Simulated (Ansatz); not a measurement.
# A computed series for Pd: response to strain

Take Pd in the fcc (Cu type) structure (space group Fm-3m, No. 225; a = 3.841 Å; relaxed with 0.1 eV smearing) as the base.

Strains are applied to the cell and any free atomic positions relax.

The values are results of LDA/PAW in Ansatz (an electronic-structure program), no SOC, not measurements.

Notes on the quantities. energy relative to the base: free energy F.

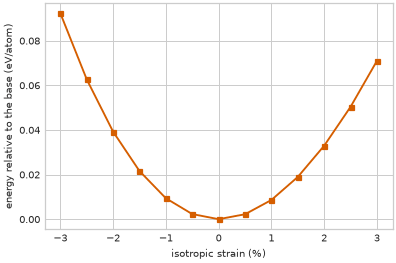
Fig. 1. Energy relative to the base against isotropic strain

Problem. From the plot, what is the energy relative to the base for isotropic strain +2.00 %?

Solution. About 0.033 eV/atom.

Problem. Is the trend monotonic over the range shown?

Solution. No, it turns within the range, spanning 0 meV/atom to +92 meV/atom.

Whether these cells are dynamically stable was not tested. The final runs are not spin-polarised. Pd lies near a magnetic instability that expansion can trigger; it was not tested.
